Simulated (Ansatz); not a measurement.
One crystal and one scan (scan of one atom of the cell) at two levels, PBE (plane waves to 420 eV, PAW, scalar-relativistic; Ansatz, a first-principles code) and r2SCAN (plane waves to 500 eV, PAW, scalar-relativistic; Ansatz), each from its own relaxed cell and on its own mesh. The cell shown is that of PBE.

Relaxed Lu (hcp, Mg type):

```yaml
crystal:
  lattice:
    - [3.50708, 0.00000, 0.00000]
    - [-1.75354, 3.03722, 0.00000]
    - [0.00000, 0.00000, 5.46208]
  atoms:
    - { symbol: Lu, position: [0.33333, 0.66667, 0.75000] }
    - { symbol: Lu, position: [0.66667, 0.33333, 0.25000] }
```

In each cell atom 1 (Lu, nearest neighbour Lu at 3.400 Å; its periodic images, 3.5 Å or more away, move with it) moves by s·(0.707, 0.707, 0.000) (along Cartesian [110]), the rest being held.

The energy includes the smearing's −TS. Lu is run without spin polarisation. Lu was relaxed with its symmetry unable to fall. With partly filled bands, energies and forces of such displacements shift with the k mesh and the smearing. Percentages come from the unrounded values. Both scans cover s from -0.340 to 0.340 Å.

```json
[
 {"quantity": "Lattice constant a (Å)", "PBE": "3.507", "r2SCAN": "3.504", "PBE − r2SCAN": "+0.003"},
 {"quantity": "Lattice constant c (Å)", "PBE": "5.462", "r2SCAN": "5.452", "PBE − r2SCAN": "+0.010 (+0.2 %)"},
 {"quantity": "Relaxed volume (Å³/atom)", "PBE": "29.09", "r2SCAN": "28.99", "PBE − r2SCAN": "+0.10 (+0.3 %)"},
 {"quantity": "Energy at s = 0.340 Å (meV/cell)", "PBE": "82", "r2SCAN": "81", "PBE − r2SCAN": "+1 (+1 %)"},
 {"quantity": "Force along the line at s = -0.340 Å (eV/Å)", "PBE": "0.568", "r2SCAN": "0.550", "PBE − r2SCAN": "+0.018 (+3.2 %)"},
 {"quantity": "Force constant k = d²E/ds² at s = 0 (finite differences) (eV/Å²)", "PBE": "1.59", "r2SCAN": "1.51", "PBE − r2SCAN": "+0.08 (+5 %)"}
]
```

PBE gives the higher value for: force along the line at s = -0.340 Å; force constant k = d²E/ds² at s = 0. They agree on: lattice constant a (within 0.2 %); lattice constant c (within 0.2 %); relaxed volume (within 0.6 %); energy at s = 0.340 Å (within 1.5 %). Both give the same symmetry of the curve: not even: the negative side lies higher at ±0.340 Å.

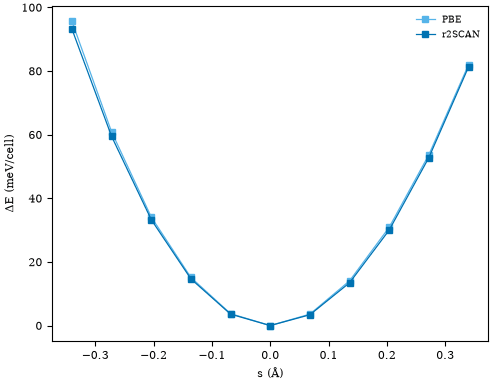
ΔE, each from the undisplaced structure of its own level.

(A displaced cell: forces are minus the slopes of the energy, force constants its curvatures, and phonons follow from these.)
